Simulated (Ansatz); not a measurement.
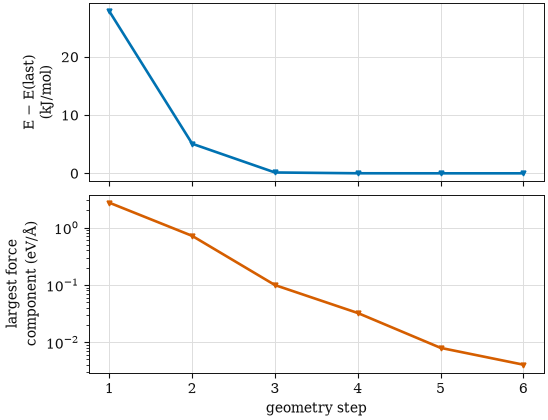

History of a geometry optimisation. CH$_{5}$B; RKS PBE0-D4/def2-TZVP (Ansatz).

The optimisation met its thresholds at geometry 6, counting the start as the first. The energy fell by about 28 kJ/mol from the first step to the last. The largest force component goes from about 2.7 eV/Å at the start to 4 × 10⁻³ eV/Å at the end.
